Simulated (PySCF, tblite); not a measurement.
**3-(trifluoromethyl)pyridine: a rotation path, then NMR shifts on frames**

Aim: move 3-(trifluoromethyl)pyridine (`FC(F)(F)c1cccnc1`) away from its starting geometry and see how NMR shifts follow the geometry.

The runs use tblite 0.8.0 and PySCF 2.14.0, with density-fitted response routines of our own; the level of theory stands in each step. All values are computed, except where a source is named. Atoms count from 0, in the outputs and in this text.

## (1) Starting geometry

14 atoms, charge 0, multiplicity 1; geometry from: GFN2-xTB.

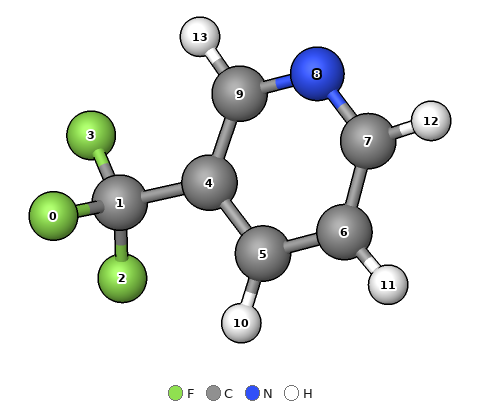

As it starts; fluorine green, carbon grey, nitrogen blue, hydrogen white, atoms numbered.

## (2) The rotation path with GFN2-xTB

Job settings and geometry (Å):

```
{"job": {"kind": "neb", "xc": "GFN2-xTB", "basis": "xTB", "atoms": [5, 4, 1, 3], "turn": 120}, "charge": 0, "multiplicity": 1}
F      2.559194     0.327097     1.124981
C      2.034823     0.122698    -0.099280
F      2.392425     1.185025    -0.839268
F      2.674231    -0.936461    -0.612103
C      0.545734    -0.060389    -0.046209
C     -0.289196     1.049433     0.019070
C     -1.654803     0.836491     0.092981
C     -2.118426    -0.472098     0.100187
N     -1.323801    -1.525897     0.039805
C     -0.022302    -1.330934    -0.029846
H      0.124473     2.046883     0.006160
H     -2.340444     1.666599     0.143791
H     -3.176042    -0.690560     0.157350
H      0.593455    -2.218359    -0.079786
```

With the program's defaults for keys left out, this is: GFN2-xTB climbing-image nudged elastic band, gas phase.

Command:

```bash
> OMP_NUM_THREADS=1 python probes_run.py task.json out
```

This one command runs all jobs of the session in turn.

What it wrote:

```text
image   E - E0 / eV
  0      -0.0000
  1       0.0015
  2       0.0031
  3       0.0033
  4       0.0020
  5       0.0012
  6       0.0015
  7       0.0012
  8       0.0000
```

It took 2 s on 1 thread of Intel Xeon Platinum 8488C, shared host; peak memory 0.19 GiB.

The final band, with the dihedral C5–C4–C1–F3:

| image | dihedral (°) | energy (eV) | energy (kcal/mol) |
| --- | --- | --- | --- |
| 0 | -158 | 0.000 | 0.0 |
| 1 | -143 | 0.002 | 0.0 |
| 2 | -128 | 0.003 | 0.1 |
| 3 | -112 | 0.003 | 0.1 |
| 4 | -97 | 0.002 | 0.0 |
| 5 | -82 | 0.001 | 0.0 |
| 6 | -67 | 0.002 | 0.0 |
| 7 | -52 | 0.001 | 0.0 |
| 8 | -37 | 0.000 | 0.0 |

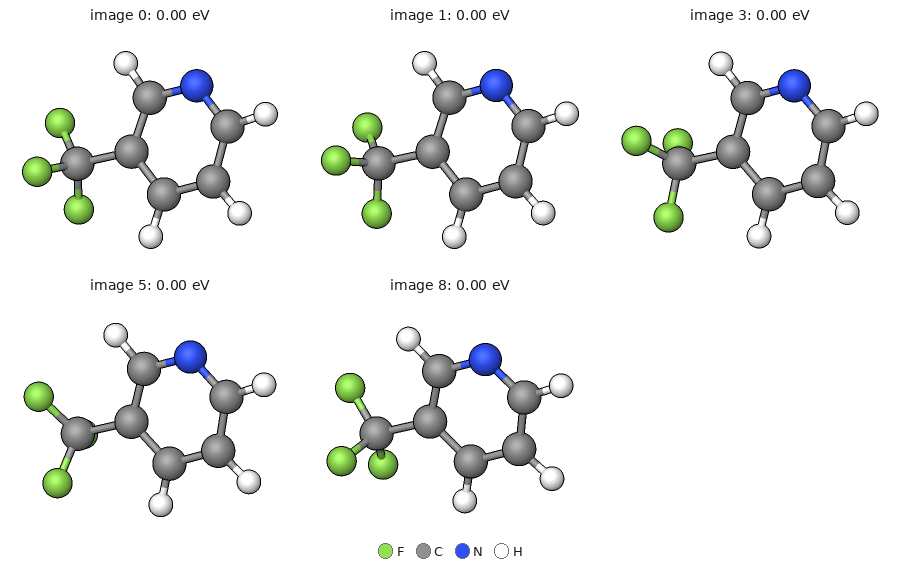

Images along the band.

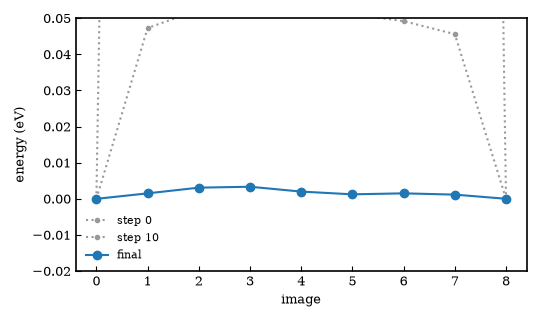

Energy along the band, early and final.

## (3) NMR shieldings: image 0, PBE0/pcSseg-1

Job settings and geometry (Å):

```
{"job": {"kind": "nmr", "xc": "PBE0", "basis": "pcSseg-1", "pop": false}, "charge": 0, "multiplicity": 1}
F      2.559200     0.327100     1.125000
C      2.034800     0.122700    -0.099300
F      2.392400     1.185000    -0.839300
F      2.674200    -0.936500    -0.612100
C      0.545700    -0.060400    -0.046200
C     -0.289200     1.049400     0.019100
C     -1.654800     0.836500     0.093000
C     -2.118400    -0.472100     0.100200
N     -1.323800    -1.525900     0.039800
C     -0.022300    -1.330900    -0.029800
H      0.124500     2.046900     0.006200
H     -2.340400     1.666600     0.143800
H     -3.176000    -0.690600     0.157400
H      0.593500    -2.218400    -0.079800
```

Method: GIAO PBE0/pcSseg-1 NMR shielding, non-relativistic, gas phase.

What it wrote:

```text
coarse grid: 13320 points
cycle   1  E = -584.4457003646  dE =  1.943e+00  |g| = 8.984e-01  |ddm| = 3.717e+00
cycle   2  E = -584.2907371980  dE =  1.550e-01  |g| = 1.365e+00  |ddm| = 1.510e+00
cycle   3  E = -584.5838478362  dE = -2.931e-01  |g| = 1.082e-01  |ddm| = 9.670e-01
cycle   4  E = -584.5853324710  dE = -1.485e-03  |g| = 7.560e-02  |ddm| = 1.666e-01
cycle   5  E = -584.5867860580  dE = -1.454e-03  |g| = 1.381e-02  |ddm| = 9.137e-02
cycle   6  E = -584.5868263153  dE = -4.026e-05  |g| = 4.658e-03  |ddm| = 1.864e-02
cycle   7  E = -584.5868307016  dE = -4.386e-06  |g| = 1.309e-03  |ddm| = 4.561e-03
final grid: 134544 points
cycle   8  E = -584.6629139419  dE = -5.005e-05  |g| = 7.603e-03  |ddm| = 4.137e-02
cycle   9  E = -584.6629045226  dE =  9.419e-06  |g| = 1.053e-02  |ddm| = 1.764e-02
cycle  10  E = -584.6629265091  dE = -2.199e-05  |g| = 1.485e-03  |ddm| = 9.821e-03
cycle  11  E = -584.6629270198  dE = -5.107e-07  |g| = 4.756e-04  |ddm| = 1.784e-03
cycle  12  E = -584.6629270714  dE = -5.155e-08  |g| = 1.471e-04  |ddm| = 5.680e-04
cycle  13  E = -584.6629270750  dE = -3.595e-09  |g| = 4.217e-05  |ddm| = 1.465e-04
cycle  14  E = -584.6629270753  dE = -3.711e-10  |g| = 1.619e-05  |ddm| = 5.736e-05
converged SCF energy = -584.6629270753

GIAO shielding tensors (ppm)
atom      isotropic    diamagn.    paramagn.     s11        s22        s33       span
  0 F      229.433     473.296    -243.864    143.704    223.593    321.001    177.297
  1 C       53.435     239.726    -186.290     47.947     51.154     61.205     13.258
  2 F      251.605     474.038    -222.433    176.765    236.634    341.418    164.654
  3 F      263.988     472.627    -208.638    185.154    259.638    347.172    162.018
  4 C       54.348     267.873    -213.525    -44.416     45.034    162.426    206.842
  5 C       46.328     249.688    -203.360    -64.255     18.602    184.638    248.893
  6 C       58.667     257.854    -199.187    -54.564     50.269    180.296    234.860
  7 C       28.026     251.008    -222.982    -82.817     18.422    148.473    231.290
  8 N      -94.081     329.687    -423.768   -424.875   -171.507    314.138    739.013
  9 C       33.818     246.508    -212.689    -69.540     20.572    150.424    219.964
 10 H       23.452      31.599      -8.147     19.482     21.815     29.058      9.575
 11 H       24.105      30.686      -6.581     21.242     23.362     27.710      6.469
 12 H       22.519      28.724      -6.206     18.600     22.524     26.431      7.831
 13 H       22.386      30.166      -7.781     17.552     20.981     28.624     11.072
```

Run time: 23 s. Hardware: 1 thread of Intel Xeon Platinum 8488C, shared host; peak memory 0.85 GiB.

The references, computed at this level on geometries of the same kind, shield at (ppm): ¹H TMS 31.72, ¹³C TMS 186.9, ¹⁹F CFCl3 170.9, ¹⁵N NH3 267.7. Their shielding less the atom's gives the shift. The references are single molecules in the gas phase, so shifts against H2O, NH3, PH3, H3PO4 or CFCl3 are not on the usual liquid scales and can be off by tens of ppm. Each atom is listed at this fixed geometry, with no averaging over motion; a spectrum would average atoms that exchange fast.

| atoms | environment | σ (ppm) | δ (ppm) |
| --- | --- | --- | --- |
| C7 | aromatic CH next to a ring nitrogen | 28.0 | 158.9 |
| C9 | aromatic CH next to a ring nitrogen | 33.8 | 153.1 |
| C5 | aromatic CH | 46.3 | 140.6 |
| C1 | CF3 carbon | 53.4 | 133.5 |
| C4 | substituted aromatic carbon | 54.3 | 132.6 |
| C6 | aromatic CH | 58.7 | 128.3 |
| H13 | hydrogen on an aromatic CH next to a ring nitrogen | 22.39 | 9.33 |
| H12 | hydrogen on an aromatic CH next to a ring nitrogen | 22.52 | 9.20 |
| H10 | hydrogen on an aromatic CH | 23.45 | 8.27 |
| H11 | hydrogen on an aromatic CH | 24.10 | 7.61 |
| F0 | fluorine of a CF3 group | 229.4 | -58.5 |
| F2 | fluorine of a CF3 group | 251.6 | -80.7 |
| F3 | fluorine of a CF3 group | 264.0 | -93.0 |
| N8 | pyridine-type ring nitrogen | -94.1 | 361.8 |

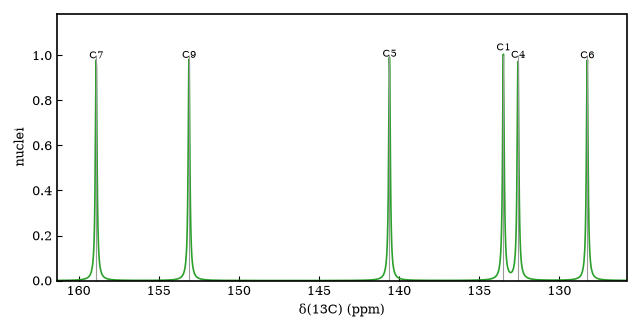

¹³C lines at the computed shifts, without couplings. Lines are broadened to a width of 0.12 ppm (Lorentzian).

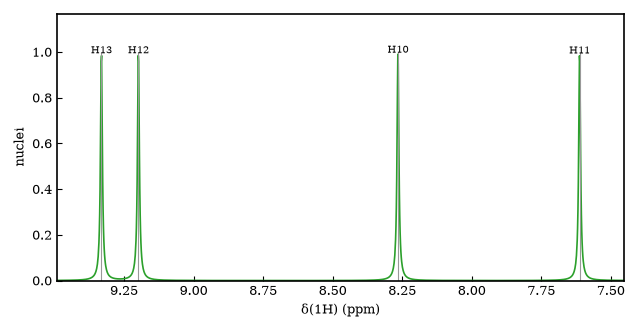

¹H lines at the computed shifts, without couplings. Lines are broadened to a width of 0.01 ppm (Lorentzian).

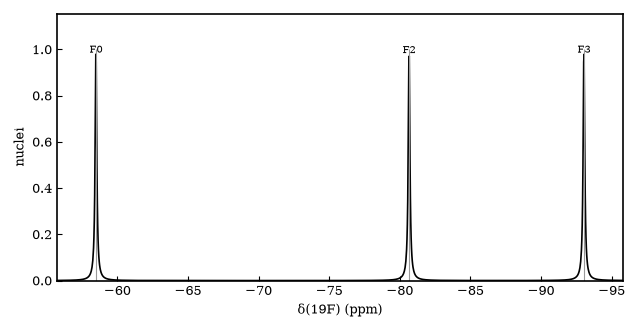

¹⁹F lines at the computed shifts, without couplings. Lines are broadened to a width of 0.14 ppm (Lorentzian).

Ring of atoms C4, C5, C6, C7, N8, C9: NICS(0) -7.9, NICS(1) -11.5, NICS(1)zz -28.6 ppm (means of both faces).

## (4) Nuclear shieldings: image 1, PBE0/pcSseg-1

Job settings and geometry (Å):

```
{"job": {"kind": "nmr", "xc": "PBE0", "basis": "pcSseg-1", "pop": false}, "charge": 0, "multiplicity": 1}
F      2.613400     0.057400     1.114800
C      2.034000     0.122600    -0.099200
F      2.391200     1.305900    -0.620500
F      2.624800    -0.822000    -0.845800
C      0.544500    -0.049900    -0.030600
C     -0.297100     1.055900    -0.023500
C     -1.662200     0.837000     0.048200
C     -2.115800    -0.473200     0.118500
N     -1.313700    -1.523700     0.120000
C     -0.013300    -1.323700     0.045900
H      0.112200     2.052800    -0.094900
H     -2.354200     1.663600     0.043600
H     -3.173500    -0.694800     0.164500
H      0.609300    -2.208500     0.036700
```

Level: GIAO PBE0/pcSseg-1 NMR shielding, non-relativistic, gas phase.

What it wrote:

```text
coarse grid: 13320 points
cycle   1  E = -584.4461261850  dE =  1.943e+00  |g| = 8.984e-01  |ddm| = 3.719e+00
cycle   2  E = -584.2911071634  dE =  1.550e-01  |g| = 1.365e+00  |ddm| = 1.508e+00
cycle   3  E = -584.5842224974  dE = -2.931e-01  |g| = 1.084e-01  |ddm| = 9.659e-01
cycle   4  E = -584.5857198711  dE = -1.497e-03  |g| = 7.552e-02  |ddm| = 1.665e-01
cycle   5  E = -584.5871691850  dE = -1.449e-03  |g| = 1.373e-02  |ddm| = 9.094e-02
cycle   6  E = -584.5872089408  dE = -3.976e-05  |g| = 4.632e-03  |ddm| = 1.859e-02
cycle   7  E = -584.5872132925  dE = -4.352e-06  |g| = 1.297e-03  |ddm| = 4.542e-03
final grid: 134544 points
cycle   8  E = -584.6628709240  dE = -4.995e-05  |g| = 7.475e-03  |ddm| = 4.261e-02
cycle   9  E = -584.6628619897  dE =  8.934e-06  |g| = 1.027e-02  |ddm| = 1.749e-02
cycle  10  E = -584.6628832741  dE = -2.128e-05  |g| = 1.499e-03  |ddm| = 9.751e-03
cycle  11  E = -584.6628837909  dE = -5.168e-07  |g| = 4.755e-04  |ddm| = 1.787e-03
cycle  12  E = -584.6628838422  dE = -5.128e-08  |g| = 1.500e-04  |ddm| = 5.671e-04
cycle  13  E = -584.6628838459  dE = -3.679e-09  |g| = 4.189e-05  |ddm| = 1.454e-04
cycle  14  E = -584.6628838462  dE = -3.597e-10  |g| = 1.606e-05  |ddm| = 5.611e-05
converged SCF energy = -584.6628838462

GIAO shielding tensors (ppm)
atom      isotropic    diamagn.    paramagn.     s11        s22        s33       span
  0 F      230.424     472.917    -242.494    144.233    225.294    321.743    177.510
  1 C       53.510     239.521    -186.011     48.040     51.417     61.073     13.033
  2 F      261.040     473.921    -212.881    183.761    254.039    345.319    161.558
  3 F      253.198     472.950    -219.752    177.549    240.469    341.576    164.027
  4 C       54.235     267.899    -213.664    -44.401     45.091    162.014    206.415
  5 C       47.103     249.687    -202.584    -62.968     19.350    184.927    247.895
  6 C       58.832     257.853    -199.021    -53.672     50.242    179.925    233.597
  7 C       28.218     250.969    -222.751    -82.428     18.648    148.435    230.864
  8 N      -94.593     329.685    -424.278   -425.051   -172.621    313.894    738.945
  9 C       32.672     246.696    -214.025    -71.782     19.774    150.023    221.805
 10 H       23.433      31.827      -8.394     19.294     21.909     29.094      9.800
 11 H       24.111      30.691      -6.581     21.218     23.426     27.688      6.470
 12 H       22.524      28.709      -6.186     18.597     22.515     26.459      7.861
 13 H       22.366      29.921      -7.555     17.702     20.781     28.615     10.912
```

Run time: 23 s. Hardware: 1 thread of Intel Xeon Platinum 8488C, shared host; peak memory 1 GiB.

In short: δ C7 158.7, C9 154.3, C5 139.8, C1 133.4, H13 9.35, H12 9.19 ppm.

[end of part 1 of 2]
